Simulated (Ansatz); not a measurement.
The figure comes from a scan of CdBr₂ (space group P6_3mc): one Cd atom of a 6-atom cell moves by u along (1.00, 0.00, 0.00) and v along (0.00, 0.00, 1.00). Calculation: r2SCAN+rVV10 (plane waves to 500 eV, PAW, scalar-relativistic; Ansatz, a program for electronic structure). k mesh 8×8×2 (Γ-centred), Fermi-Dirac smearing 0.05 eV. Points where atoms come too close for the PAW data are left out (x in tables, blank in figures). Fu and Fv are the components of the force on the atom. CdBr2 was relaxed with its symmetry unable to fall. 

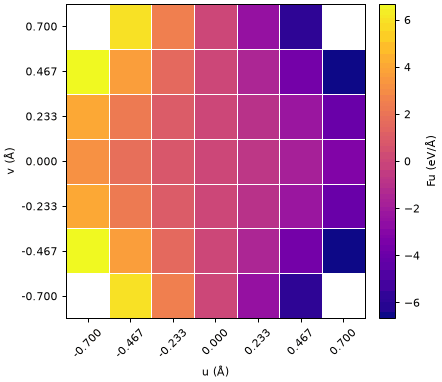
*Fu (eV/Å), one tile a computed point.*

Task: List the plotted points as numbers.

Result: To the nearest 2:

Fu (eV/Å), with u across and v down:

| v \ u | -0.700 | -0.467 | -0.233 | 0.000 | 0.233 | 0.467 | 0.700 |
|---|---|---|---|---|---|---|---|
| -0.700 | x | 6 | 2 | 0 | -2 | -6 | x |
| -0.467 | 6 | 4 | 2 | 0 | -2 | -4 | -6 |
| -0.233 | 4 | 2 | 0 | 0 | 0 | -2 | -4 |
| 0.000 | 4 | 2 | 0 | 0 | 0 | -2 | -4 |
| 0.233 | 4 | 2 | 0 | 0 | 0 | -2 | -4 |
| 0.467 | 6 | 4 | 2 | 0 | -2 | -4 | -6 |
| 0.700 | x | 6 | 2 | 0 | -2 | -6 | x |

(For displaced atoms, the force is minus the slope of the energy, and its curvature is a force constant, which sets phonon frequencies.)
